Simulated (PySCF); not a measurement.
# Ir⁴⁹⁺, Ir⁵⁰⁺: ionisation energy in even-tempered 17s13p7d4f3g, part 2 of 2

Aim: the ionisation energy of iridium from differences of total energies, at each level of theory, and how far each lands from the tabulated value where there is one.

PySCF 2.14.0; even-tempered 17s13p7d4f3g, scalar relativity by spin-free X2C-1e. The scripts are equivalent inputs of a driver's runs. Earlier steps stand in the parts before.

### Step 3. Ir⁵⁰⁺

**UHF**

Input file input.py:

```python
from pyscf import gto, scf, dft, mp, cc
mol = gto.M(atom="Ir 0 0 0", charge=50, spin=1, symmetry="D2h",
            basis=gto.etbs([(0, 17, 11, 2.5), (1, 13, 15, 2.5), (2, 7, 15, 2.5), (3, 4, 62, 2.7), (4, 3, 94, 2.7)]),
            nucmod="G")
mf = scf.UHF(mol).sfx2c1e()
mf.irrep_nelec = {'Ag': (5, 4), 'B1g': (1, 1), 'B2g': (1, 1), 'B3g': (1, 1), 'B1u': (2, 2), 'B2u': (2, 2), 'B3u': (2, 2)}
mf.kernel()
```

Log:

```text
damping factor = 0
level_shift factor = 0
DIIS = <class 'pyscf.scf.diis.CDIIS'>
diis_start_cycle = 1
diis_space = 10
diis_damp = 0
SCF conv_tol = 1e-09
SCF conv_tol_grad = None
number electrons alpha = 14  beta = 13
cycle= 1 E= -15894.3967657091  delta_E= -0.0075  |g|= 0.0381  |ddm|= 0.00758
cycle= 2 E= -15894.3967724426  delta_E= -6.73e-06  |g|= 0.00135  |ddm|= 0.000277
cycle= 3 E= -15894.3967724524  delta_E= -9.85e-09  |g|= 1.81e-05  |ddm|= 1.35e-05
cycle= 4 E= -15894.3967724524  delta_E=    0  |g|= 1.34e-06  |ddm|= 3.38e-07
converged SCF energy = -15894.3967724524  <S^2> = 0.75005202  2S+1 = 2.000052
```

It used 14 s of CPU time after the integrals (shared host).

Orbital energies by shell (radii are means over both spins):

| shell | electrons | mean orbital energy (eV) | spread (eV) | rms radius (bohr) |
| --- | --- | --- | --- | --- |
| 1s α | 1 | -79341.5 | 0 | 0.0197 |
| 1s β | 1 | -79341.3 | 0 | 0.0197 |
| 2s α | 1 | -16285.0 | 0 | 0.0793 |
| 2s β | 1 | -16276.0 | 0 | 0.0793 |
| 2p α | 3 | -14558.9 | 9.284 | 0.0724 |
| 2p β | 3 | -14549.6 | 2.015 | 0.0724 |
| 3s α | 1 | -5800.3 | 0 | 0.198 |
| 3s β | 1 | -5789.0 | 0 | 0.198 |
| 3p α | 3 | -5281.3 | 11.272 | 0.199 |
| 3p β | 3 | -5267.6 | 4.974 | 0.199 |
| 3d α | 5 | -4719.2 | 15.808 | 0.179 |
| 3d β | 4 | -4710.3 | 11.939 | 0.179 |

⟨S²⟩ = 0.750, ⟨L²⟩ = 6.00.

Spin-orbit constants on these orbitals (cm⁻¹; bare nucleus, screened nucleus, mean field): 3d 304100, 264600, 259900. To first order in LS coupling the lowest level has J = 5/2 and lies 32.2 eV below the centre of the term.

Spin-orbit coupling, absent here, splits the open shell strongly.

**LDA**

input.py, as changed from the run before:

```diff
@@ -4,3 +4,3 @@
             nucmod="G")
-mf = scf.UHF(mol).sfx2c1e()
+mf = dft.UKS(mol, xc="LDA,VWN").sfx2c1e()
 mf.irrep_nelec = {'Ag': (5, 4), 'B1g': (1, 1), 'B2g': (1, 1), 'B3g': (1, 1), 'B1u': (2, 2), 'B2u': (2, 2), 'B3u': (2, 2)}
```

Log:

```text
damping factor = 0
level_shift factor = 0
DIIS = <class 'pyscf.scf.diis.CDIIS'>
diis_start_cycle = 1
diis_space = 10
diis_damp = 0
SCF conv_tol = 1e-09
SCF conv_tol_grad = None
number electrons alpha = 14  beta = 13
XC functionals = LDA,VWN
    P. A. M. Dirac.,  Math. Proc. Cambridge Philos. Soc. 26, 376 (1930)
    F. Bloch.,  Z. Phys. 57, 545 (1929)
    S. H. Vosko, L. Wilk, and M. Nusair.,  Can. J. Phys. 58, 1200 (1980)
cycle= 1 E= -15884.4513258944  delta_E= -0.0296  |g|= 0.0924  |ddm|= 0.0415
cycle= 2 E= -15884.4513438087  delta_E= -1.79e-05  |g|= 0.00963  |ddm|= 0.000889
cycle= 3 E= -15884.4513442244  delta_E= -4.16e-07  |g|= 0.000798  |ddm|= 0.000135
cycle= 4 E= -15884.4513442278  delta_E= -3.41e-09  |g|= 5.62e-06  |ddm|= 1.13e-05
cycle= 5 E= -15884.4513442278  delta_E= -1.46e-11  |g|= 4.44e-08  |ddm|= 8.79e-08
converged SCF energy = -15884.4513442278  <S^2> = 0.75000667  2S+1 = 2.0000067
```

It used 2.4 s of CPU time after the integrals (shared host).

**PBE**

input.py, as changed from the run before:

```diff
@@ -4,3 +4,3 @@
             nucmod="G")
-mf = dft.UKS(mol, xc="LDA,VWN").sfx2c1e()
+mf = dft.UKS(mol, xc="PBE").sfx2c1e()
 mf.irrep_nelec = {'Ag': (5, 4), 'B1g': (1, 1), 'B2g': (1, 1), 'B3g': (1, 1), 'B1u': (2, 2), 'B2u': (2, 2), 'B3u': (2, 2)}
```

Log:

```text
damping factor = 0
level_shift factor = 0
DIIS = <class 'pyscf.scf.diis.CDIIS'>
diis_start_cycle = 1
diis_space = 10
diis_damp = 0
SCF conv_tol = 1e-09
SCF conv_tol_grad = None
number electrons alpha = 14  beta = 13
XC functionals = PBE
    J. P. Perdew, K. Burke, and M. Ernzerhof.,  Phys. Rev. Lett. 77, 3865 (1996)
    J. P. Perdew, K. Burke, and M. Ernzerhof.,  Phys. Rev. Lett. 78, 1396 (1997)
    J. P. Perdew, K. Burke, and M. Ernzerhof.,  Phys. Rev. Lett. 77, 3865 (1996)
    J. P. Perdew, K. Burke, and M. Ernzerhof.,  Phys. Rev. Lett. 78, 1396 (1997)
cycle= 1 E= -15896.1708604656  delta_E= -0.0226  |g|= 0.0387  |ddm|= 0.0325
cycle= 2 E= -15896.1708653726  delta_E= -4.91e-06  |g|= 0.00221  |ddm|= 0.000409
cycle= 3 E= -15896.1708653992  delta_E= -2.66e-08  |g|= 0.000283  |ddm|= 3.41e-05
cycle= 4 E= -15896.1708653996  delta_E= -4.06e-10  |g|= 4.16e-06  |ddm|= 3.96e-06
converged SCF energy = -15896.1708653996  <S^2> = 0.75001079  2S+1 = 2.0000108
```

It used 2.6 s of CPU time after the integrals (shared host).

**PBE0**

input.py, as changed from the run before:

```diff
@@ -4,3 +4,3 @@
             nucmod="G")
-mf = dft.UKS(mol, xc="PBE").sfx2c1e()
+mf = dft.UKS(mol, xc="PBE0").sfx2c1e()
 mf.irrep_nelec = {'Ag': (5, 4), 'B1g': (1, 1), 'B2g': (1, 1), 'B3g': (1, 1), 'B1u': (2, 2), 'B2u': (2, 2), 'B3u': (2, 2)}
```

Log:

```text
damping factor = 0
level_shift factor = 0
DIIS = <class 'pyscf.scf.diis.CDIIS'>
diis_start_cycle = 1
diis_space = 10
diis_damp = 0
SCF conv_tol = 1e-09
SCF conv_tol_grad = None
number electrons alpha = 14  beta = 13
XC functionals = PBE0
    C. Adamo and V. Barone.,  J. Chem. Phys. 110, 6158 (1999)
    M. Ernzerhof and G. E. Scuseria.,  J. Chem. Phys. 110, 5029 (1999)
cycle= 1 E= -15896.1117818861  delta_E= -0.0145  |g|= 0.0331  |ddm|= 0.0239
cycle= 2 E= -15896.1117849818  delta_E= -3.1e-06  |g|= 0.00125  |ddm|= 0.000218
cycle= 3 E= -15896.1117849892  delta_E= -7.38e-09  |g|= 0.000144  |ddm|= 1.84e-05
cycle= 4 E= -15896.1117849893  delta_E= -1.16e-10  |g|= 6.63e-06  |ddm|= 2.04e-06
converged SCF energy = -15896.1117849893  <S^2> = 0.75001766  2S+1 = 2.0000177
```

It used 5.3 s of CPU time after the integrals (shared host).

**r2SCAN**

input.py, as changed from the run before:

```diff
@@ -4,3 +4,3 @@
             nucmod="G")
-mf = dft.UKS(mol, xc="PBE0").sfx2c1e()
+mf = dft.UKS(mol, xc="R2SCAN").sfx2c1e()
 mf.irrep_nelec = {'Ag': (5, 4), 'B1g': (1, 1), 'B2g': (1, 1), 'B3g': (1, 1), 'B1u': (2, 2), 'B2u': (2, 2), 'B3u': (2, 2)}
```

Log:

```text
damping factor = 0
level_shift factor = 0
DIIS = <class 'pyscf.scf.diis.CDIIS'>
diis_start_cycle = 1
diis_space = 10
diis_damp = 0
SCF conv_tol = 1e-09
SCF conv_tol_grad = None
number electrons alpha = 14  beta = 13
XC functionals = R2SCAN
    J. W. Furness, A. D. Kaplan, J. Ning, J. P. Perdew, and J. Sun.,  J. Phys. Chem. Lett. 11, 8208-8215 (2020)
    J. W. Furness, A. D. Kaplan, J. Ning, J. P. Perdew, and J. Sun.,  J. Phys. Chem. Lett. 11, 9248-9248 (2020)
    J. W. Furness, A. D. Kaplan, J. Ning, J. P. Perdew, and J. Sun.,  J. Phys. Chem. Lett. 11, 8208-8215 (2020)
    J. W. Furness, A. D. Kaplan, J. Ning, J. P. Perdew, and J. Sun.,  J. Phys. Chem. Lett. 11, 9248-9248 (2020)
cycle= 1 E= -15896.679968293  delta_E= -0.0139  |g|= 0.0366  |ddm|= 0.0191
cycle= 2 E= -15896.6799716375  delta_E= -3.34e-06  |g|= 0.0013  |ddm|= 0.000208
cycle= 3 E= -15896.6799716452  delta_E= -7.75e-09  |g|= 0.000146  |ddm|= 1.82e-05
cycle= 4 E= -15896.6799716453  delta_E= -6.73e-11  |g|= 9.49e-06  |ddm|= 2.15e-06
converged SCF energy = -15896.6799716453  <S^2> = 0.75002474  2S+1 = 2.0000247
```

It used 7 s of CPU time after the integrals (shared host).

**TPSSh**

input.py, as changed from the run before:

```diff
@@ -4,3 +4,3 @@
             nucmod="G")
-mf = dft.UKS(mol, xc="R2SCAN").sfx2c1e()
+mf = dft.UKS(mol, xc="TPSSH").sfx2c1e()
 mf.irrep_nelec = {'Ag': (5, 4), 'B1g': (1, 1), 'B2g': (1, 1), 'B3g': (1, 1), 'B1u': (2, 2), 'B2u': (2, 2), 'B3u': (2, 2)}
```

Log:

```text
damping factor = 0
level_shift factor = 0
DIIS = <class 'pyscf.scf.diis.CDIIS'>
diis_start_cycle = 1
diis_space = 10
diis_damp = 0
SCF conv_tol = 1e-09
SCF conv_tol_grad = None
number electrons alpha = 14  beta = 13
XC functionals = TPSSH
    V. N. Staroverov, G. E. Scuseria, J. Tao, and J. P. Perdew.,  J. Chem. Phys. 119, 12129 (2003)
cycle= 1 E= -15896.2476940562  delta_E= -0.0126  |g|= 0.0428  |ddm|= 0.0237
cycle= 2 E= -15896.2477010741  delta_E= -7.02e-06  |g|= 0.00436  |ddm|= 0.00045
cycle= 3 E= -15896.2477011819  delta_E= -1.08e-07  |g|= 0.000456  |ddm|= 6.93e-05
cycle= 4 E= -15896.2477011829  delta_E= -1.03e-09  |g|= 2.06e-06  |ddm|= 5.99e-06
cycle= 5 E= -15896.2477011829  delta_E= 7.28e-12  |g|= 4.82e-08  |ddm|= 1.56e-08
converged SCF energy = -15896.2477011829  <S^2> = 0.75001605  2S+1 = 2.000016
```

CPU time 12 s on a shared host, the integrals not counted.

**M06**

input.py, as changed from the run before:

```diff
@@ -4,3 +4,3 @@
             nucmod="G")
-mf = dft.UKS(mol, xc="TPSSH").sfx2c1e()
+mf = dft.UKS(mol, xc="M06").sfx2c1e()
 mf.irrep_nelec = {'Ag': (5, 4), 'B1g': (1, 1), 'B2g': (1, 1), 'B3g': (1, 1), 'B1u': (2, 2), 'B2u': (2, 2), 'B3u': (2, 2)}
```

Log:

```text
damping factor = 0
level_shift factor = 0
DIIS = <class 'pyscf.scf.diis.CDIIS'>
diis_start_cycle = 1
diis_space = 10
diis_damp = 0
SCF conv_tol = 1e-09
SCF conv_tol_grad = None
number electrons alpha = 14  beta = 13
XC functionals = M06
    Y. Zhao and D. G. Truhlar.,  Theor. Chem. Acc. 120, 215 (2008)
    Y. Zhao and D. G. Truhlar.,  Theor. Chem. Acc. 120, 215 (2008)
cycle= 1 E= -15896.983457278  delta_E= -0.00965  |g|= 0.13  |ddm|= 0.0134
cycle= 2 E= -15896.9834602623  delta_E= -2.98e-06  |g|= 0.00236  |ddm|= 0.000212
cycle= 3 E= -15896.9834602767  delta_E= -1.44e-08  |g|= 0.000255  |ddm|= 2.63e-05
cycle= 4 E= -15896.983460277  delta_E= -2.93e-10  |g|= 1.8e-05  |ddm|= 3.64e-06
converged SCF energy = -15896.983460277  <S^2> = 0.75001667  2S+1 = 2.0000167
```

It used 9.7 s of CPU time after the integrals (shared host).

**MP2 (outer shells)**

input.py, as changed from the run before:

```diff
@@ -4,4 +4,5 @@
             nucmod="G")
-mf = dft.UKS(mol, xc="M06").sfx2c1e()
+mf = scf.UHF(mol).sfx2c1e()
 mf.irrep_nelec = {'Ag': (5, 4), 'B1g': (1, 1), 'B2g': (1, 1), 'B3g': (1, 1), 'B1u': (2, 2), 'B2u': (2, 2), 'B3u': (2, 2)}
 mf.kernel()
+mp.UMP2(mf, frozen=5).kernel()
```

This step left no log, only its results.

CPU time 4.1 s on a shared host, the integrals not counted.

With 17 electrons correlated, the MP2 correlation energy is -0.72493 hartree (-0.23945 same spin, -0.48549 opposite spin); the SCS form gives -0.66240. Largest pairs of shells: 3d-3d -0.3298, 3p-3d -0.2361, 3p-3p -0.0671, 3s-3d -0.0524, 3s-3p -0.0343.

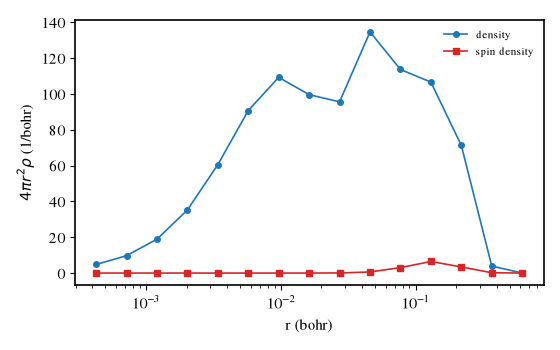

Radial density 4πr²ρ of Ir⁵⁰⁺ at UHF, without picture-change correction, at 15 stored radii joined by straight lines.

### Step 4. Orbital energies side by side

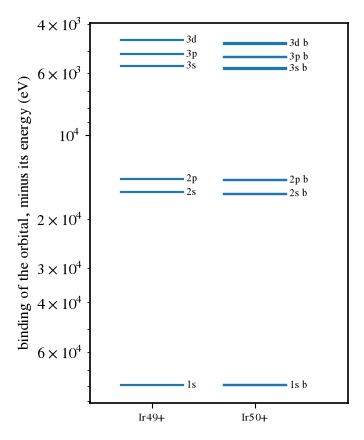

Hartree-Fock orbital energies of the states on a logarithmic scale (a, b: spin up and down; * marks an excited configuration).

### Step 5. The energy differences

Ionisation energy: Ir⁴⁹⁺ [Ar] 3d10 (1S) → Ir⁵⁰⁺ [Ar] 3d9 (2D).

| method | value (eV) | less the reference (eV) | CPU time, both states (s) |
| --- | --- | --- | --- |
| UHF | 4575.2 | +2.9 | 28 |
| LDA | 4572.1 | -0.1 | 4.7 |
| PBE | 4571.3 | -0.9 | 5.2 |
| PBE0 | 4572.9 | +0.7 | 11 |
| r2SCAN | 4573.5 | +1.3 | 14 |
| TPSSh | 4570.9 | -1.3 | 21 |
| M06 | 4574.6 | +2.4 | 21 |
| MP2 (outer shells) | 4576.8 | +4.6 | 36 |
| SCS-MP2 (outer shells) | 4576.5 | +4.3 | 36 |

Reference: 4540 ± 4 eV (theoretical estimate listed by NIST; NIST Atomic Spectra Database, ionization energies). A first-order spin-orbit estimate (lowest level to lowest level, LS coupling) adds -32.227 eV; the last energy column includes it. For this ion Breit and QED terms and the two-electron picture change, all absent here, are large against electron correlation.

Times are CPU seconds on a shared host without the integrals; correlated rows include their Hartree-Fock run, whose time holds the symmetry-adapted start and any spin-orbit constants, while functionals begin from orbitals already made.

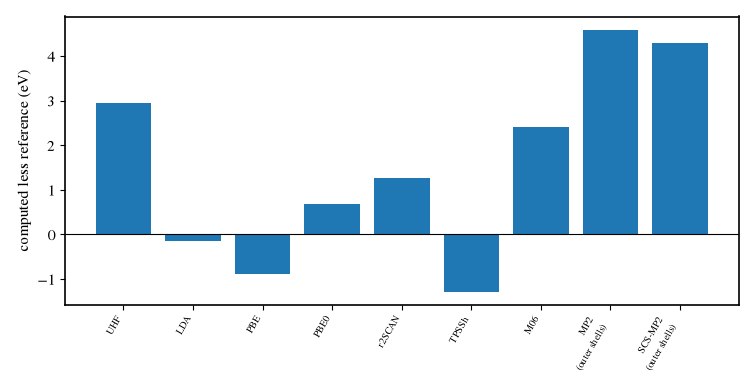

Computed less reference values by method, where the reference is not like for like or is itself uncertain, spin-orbit estimate included.

### Step 6. What came out

The summary covers parts 1 to 2.

| quantity | value |
| --- | --- |
| ionisation energy, Ir⁴⁹⁺ | UHF 4575.2, MP2 (outer shells) 4576.8 eV; reference 4540 ± 4 |

**Reading.** The methods span 5.874 eV, from TPSSh (4570.9) to MP2 (outer shells) (4576.8). The reference is uncertain or not like for like (spin-orbit coupling or other relativistic terms), so no ranking of close methods is drawn. All values hold for this basis alone; no basis-set limit was taken.
